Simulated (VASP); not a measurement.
Band structure of CeO2 (relaxed from the 3R-MoS2 structure, space group R3m). Calculation: r2SCAN meta-GGA, VASP's PBE PAW potentials (set 64) (plane waves; VASP).

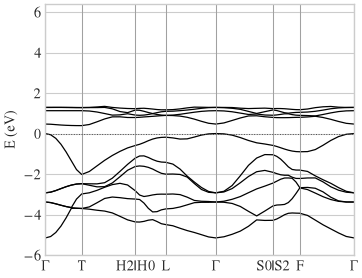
*Bands along high-symmetry lines, zero at the valence-band maximum or, without a gap, the Fermi level*

Task: Read the plot: is there a gap, and where are the band edges?

Result: The gap is indirect, 0.39 eV, from the valence maximum at Γ to the conduction minimum at T.

The structure was generated: CeO2 was put into the 3R-MoS2 type (R3m), which need not be its known phase. It was relaxed first, which changed the volume by -11 %. The run is not spin-polarised, so no magnetic state was tried.
